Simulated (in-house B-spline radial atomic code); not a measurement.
# Zr⁺: a fraction of an electron removed from 4p, part 2 of 2

How does the LC-ωPBE energy of Zr⁺ change when part of an electron is removed from 4p?

Calculated with an in-house B-spline radial atomic code; scalar-relativistic (X2C) LC-ωPBE, spin-polarised. How does the LC-ωPBE energy of Zr⁺ change when part of an electron is removed from 4p? Earlier steps stand in the parts before.

### Step 8. 0.62 electron removed from 4p

Settings, as recorded:

```ini
Z = 40
electrons = 38.38
configuration = [Ar] 3d10 4s2 4p5.38 4d2 5s1
hamiltonian = x2c
method = lc_wpbe
spin_polarised = True
nucleus = fermi
rms_radius = 4.2694
mass_number = 90
atomic_mass = 89.904698755
speed_of_light = 137.035999084
```

Main fields:

```text
{
  "status": "converged",
  "iterations": 11,
  "energy [hartree]": {"total": -3596.41702772, "kinetic": 3716.65094489, "nuclear": -8658.87150443, "coulomb": 1459.69578231, "exact_exchange": -7.99080607153, "xc": -105.901444421},
  "orbitals [hartree, bohr; first row names the columns]": [
    ["name", "occ", "eps", "<r>"],
    ["1s up", 1.0, -654.98632, 0.036589],
    ["1s down", 1.0, -654.98267, 0.036589],
    ["2s up", 1.0, -91.470646, 0.16221],
    ["2s down", 1.0, -91.461525, 0.1622],
    ["2p up", 3.0, -81.66159, 0.14153],
    ["2p down", 3.0, -81.653123, 0.14152],
    ["3s up", 1.0, -15.683037, 0.45815],
    ["3s down", 1.0, -15.674974, 0.45816],
    ["3p up", 3.0, -12.482873, 0.46187],
    ["3p down", 3.0, -12.473961, 0.46184],
    ["3d up", 5.0, -7.2244644, 0.45249],
    ["3d down", 5.0, -7.2128323, 0.45225],
    ["4s up", 1.0, -2.8117222, 1.2089],
    ["4s down", 1.0, -2.7281348, 1.2033],
    ["4p up", 3.0, -1.9655358, 1.3552],
    ["4p down", 2.38, -1.7969631, 1.3434],
    ["4d up", 2.0, -0.61269802, 1.9582],
    ["5s up", 1.0, -0.66834337, 3.119]
  ],
  "sum_r [bohr^k]": {"-1": 219.2316, "1": 26.16837, "2": 39.25332},
  "energy_minus_base [hartree]": 1.05427778
}
```

It took 2.4 s on 1 thread, shared host.

### Step 9. 0.66 electron removed from 4p

Settings: those of step 8 with these lines changed.

```diff
@@ -1,4 +1,4 @@
 Z = 40
-electrons = 38.38
-configuration = [Ar] 3d10 4s2 4p5.38 4d2 5s1
+electrons = 38.34
+configuration = [Ar] 3d10 4s2 4p5.34 4d2 5s1
 hamiltonian = x2c
```

Main fields:

```text
{
  "status": "converged",
  "iterations": 11,
  "energy [hartree]": {"total": -3596.34488941, "kinetic": 3716.58343594, "nuclear": -8657.92624625, "coulomb": 1458.86659054, "exact_exchange": -7.97917298036, "xc": -105.889496663},
  "orbitals [hartree, bohr; first row names the columns]": [
    ["name", "occ", "eps", "<r>"],
    ["1s up", 1.0, -655.01009, 0.036589],
    ["1s down", 1.0, -655.00622, 0.036589],
    ["2s up", 1.0, -91.493627, 0.16221],
    ["2s down", 1.0, -91.484298, 0.1622],
    ["2p up", 3.0, -81.684692, 0.14153],
    ["2p down", 3.0, -81.675954, 0.14152],
    ["3s up", 1.0, -15.70566, 0.45815],
    ["3s down", 1.0, -15.697291, 0.45815],
    ["3p up", 3.0, -12.50551, 0.46187],
    ["3p down", 3.0, -12.496258, 0.46183],
    ["3d up", 5.0, -7.2470945, 0.45247],
    ["3d down", 5.0, -7.2350686, 0.45222],
    ["4s up", 1.0, -2.8326382, 1.2082],
    ["4s down", 1.0, -2.7461874, 1.2026],
    ["4p up", 3.0, -1.985783, 1.3538],
    ["4p down", 2.34, -1.8099665, 1.3424],
    ["4d up", 2.0, -0.62991796, 1.9474],
    ["5s up", 1.0, -0.68082243, 3.1054]
  ],
  "sum_r [bohr^k]": {"-1": 219.2079, "1": 26.07106, "2": 38.93553},
  "energy_minus_base [hartree]": 1.12641609
}
```

Wall time 2.3 s (1 thread, shared host).

### Step 10. 0.86 electron removed from 4p

Settings: those of step 9 with these lines changed.

```diff
@@ -1,4 +1,4 @@
 Z = 40
-electrons = 38.34
-configuration = [Ar] 3d10 4s2 4p5.34 4d2 5s1
+electrons = 38.14
+configuration = [Ar] 3d10 4s2 4p5.14 4d2 5s1
 hamiltonian = x2c
```

Main fields:

```text
{
  "status": "converged",
  "iterations": 11,
  "energy [hartree]": {"total": -3595.97630204, "kinetic": 3716.23608096, "nuclear": -8653.12854376, "coulomb": 1454.66916625, "exact_exchange": -7.92375299067, "xc": -105.8292525},
  "orbitals [hartree, bohr; first row names the columns]": [
    ["name", "occ", "eps", "<r>"],
    ["1s up", 1.0, -655.13075, 0.036589],
    ["1s down", 1.0, -655.12575, 0.036589],
    ["2s up", 1.0, -91.610288, 0.16221],
    ["2s down", 1.0, -91.599924, 0.1622],
    ["2p up", 3.0, -81.801975, 0.14152],
    ["2p down", 3.0, -81.791869, 0.14152],
    ["3s up", 1.0, -15.820476, 0.45813],
    ["3s down", 1.0, -15.810551, 0.45812],
    ["3p up", 3.0, -12.62039, 0.46184],
    ["3p down", 3.0, -12.609417, 0.46179],
    ["3d up", 5.0, -7.3619429, 0.45241],
    ["3d down", 5.0, -7.3479291, 0.45209],
    ["4s up", 1.0, -2.9386378, 1.2046],
    ["4s down", 1.0, -2.8377708, 1.199],
    ["4p up", 3.0, -2.0883781, 1.3466],
    ["4p down", 2.14, -1.8762032, 1.3374],
    ["4d up", 2.0, -0.71758689, 1.8974],
    ["5s up", 1.0, -0.74427295, 3.04]
  ],
  "sum_r [bohr^k]": {"-1": 219.0881, "1": 25.59665, "2": 37.43144},
  "energy_minus_base [hartree]": 1.49500347
}
```

It took 2.2 s on 1 thread, shared host.

### Step 11. 0.88 electron removed from 4p

Settings: those of step 10 with these lines changed.

```diff
@@ -1,4 +1,4 @@
 Z = 40
-electrons = 38.14
-configuration = [Ar] 3d10 4s2 4p5.14 4d2 5s1
+electrons = 38.12
+configuration = [Ar] 3d10 4s2 4p5.12 4d2 5s1
 hamiltonian = x2c
```

Main fields:

```text
{
  "status": "converged",
  "iterations": 11,
  "energy [hartree]": {"total": -3595.93871066, "kinetic": 3716.20043617, "nuclear": -8652.64244022, "coulomb": 1454.24494564, "exact_exchange": -7.91846441667, "xc": -105.823187828},
  "orbitals [hartree, bohr; first row names the columns]": [
    ["name", "occ", "eps", "<r>"],
    ["1s up", 1.0, -655.14298, 0.036589],
    ["1s down", 1.0, -655.13786, 0.036589],
    ["2s up", 1.0, -91.622109, 0.16221],
    ["2s down", 1.0, -91.611643, 0.1622],
    ["2p up", 3.0, -81.81386, 0.14152],
    ["2p down", 3.0, -81.803616, 0.14152],
    ["3s up", 1.0, -15.832107, 0.45812],
    ["3s down", 1.0, -15.822025, 0.45812],
    ["3p up", 3.0, -12.632028, 0.46183],
    ["3p down", 3.0, -12.62088, 0.46178],
    ["3d up", 5.0, -7.3735777, 0.4524],
    ["3d down", 5.0, -7.3593632, 0.45207],
    ["4s up", 1.0, -2.9493622, 1.2043],
    ["4s down", 1.0, -2.8470441, 1.1986],
    ["4p up", 3.0, -2.0987569, 1.3459],
    ["4p down", 2.12, -1.8829326, 1.3369],
    ["4d up", 2.0, -0.72649226, 1.8928],
    ["5s up", 1.0, -0.75071186, 3.0337]
  ],
  "sum_r [bohr^k]": {"-1": 219.076, "1": 25.55024, "2": 37.28814},
  "energy_minus_base [hartree]": 1.53259485
}
```

Run time: 2.2 s. Hardware: 1 thread, shared host.

### Step 12. 1 electron removed from 4p

Settings: those of step 11 with these lines changed.

```diff
@@ -1,4 +1,4 @@
 Z = 40
-electrons = 38.12
-configuration = [Ar] 3d10 4s2 4p5.12 4d2 5s1
+electrons = 38.0
+configuration = [Ar] 3d10 4s2 4p5 4d2 5s1
 hamiltonian = x2c
```

Main fields:

```text
{
  "status": "converged",
  "iterations": 11,
  "energy [hartree]": {"total": -3595.71031791, "kinetic": 3715.98304239, "nuclear": -8649.7025641, "coulomb": 1451.68358046, "exact_exchange": -7.88770851935, "xc": -105.786668145},
  "orbitals [hartree, bohr; first row names the columns]": [
    ["name", "occ", "eps", "<r>"],
    ["1s up", 1.0, -655.21692, 0.036589],
    ["1s down", 1.0, -655.21111, 0.036589],
    ["2s up", 1.0, -91.693609, 0.1622],
    ["2s down", 1.0, -91.682521, 0.1622],
    ["2p up", 3.0, -81.88574, 0.14152],
    ["2p down", 3.0, -81.874671, 0.14152],
    ["3s up", 1.0, -15.902442, 0.45811],
    ["3s down", 1.0, -15.891407, 0.4581],
    ["3p up", 3.0, -12.702402, 0.46181],
    ["3p down", 3.0, -12.6902, 0.46175],
    ["3d up", 5.0, -7.4439333, 0.45236],
    ["3d down", 5.0, -7.4285072, 0.45199],
    ["4s up", 1.0, -3.0141591, 1.2021],
    ["4s down", 1.0, -2.9030949, 1.1964],
    ["4p up", 3.0, -2.1614623, 1.3416],
    ["4p down", 2.0, -1.9236851, 1.3339],
    ["4d up", 2.0, -0.78042855, 1.866],
    ["5s up", 1.0, -0.78969036, 2.9969]
  ],
  "sum_r [bohr^k]": {"-1": 219.0025, "1": 25.2754, "2": 36.45256},
  "energy_minus_base [hartree]": 1.76098759
}
```

It took 2.2 s on 1 thread, shared host.

### Step 13. Energy against the fraction

This closing draws on all 2 parts.

| fraction | energy change (eV) | less the straight line (eV) | level 4p down (eV) | sum of <r²> (bohr²) |
| --- | --- | --- | --- | --- |
| 0 | 0.0000 | 0.0000 | -43.765 | 45.213 |
| 0.12 | 5.3076 | -0.4426 | -44.699 | 43.867 |
| 0.19 | 8.4561 | -0.6485 | -45.259 | 43.134 |
| 0.34 | 15.3368 | -0.9556 | -46.491 | 41.670 |
| 0.49 | 22.4056 | -1.0747 | -47.764 | 40.331 |
| 0.5 | 22.8837 | -1.0758 | -47.851 | 40.245 |
| 0.62 | 28.6884 | -1.0214 | -48.898 | 39.253 |
| 0.66 | 30.6513 | -0.9751 | -49.252 | 38.936 |
| 0.86 | 40.6811 | -0.5291 | -51.054 | 37.431 |
| 0.88 | 41.7040 | -0.4646 | -51.237 | 37.288 |
| 1 | 47.9189 | 0.0000 | -52.346 | 36.453 |

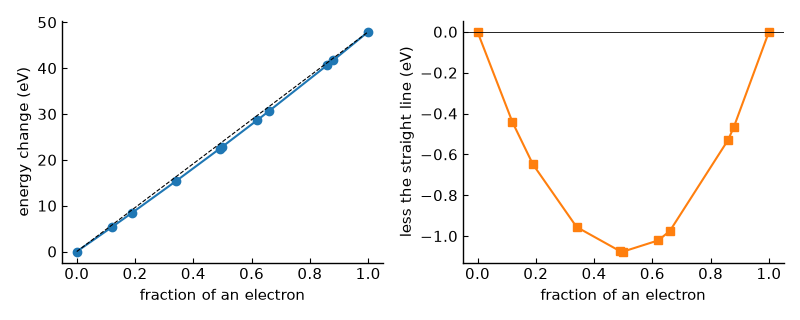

Energy against the fraction, with the straight line between the ends (left), and the difference from it (right).

**Reading.** From fraction 0 to 1 the energy changes by 47.919 eV. It sags under the straight line by up to 1.08 eV (at 0.5). Slater's transition state, the slope from the orbital energy at fraction 0.5 (Janak's theorem), gives 47.851 eV for the whole step. Here exact exchange is taken at spherical fractional occupations, which leaves self-interaction in open p, d and f shells; that spoils the energies somewhat, at whole numbers too.
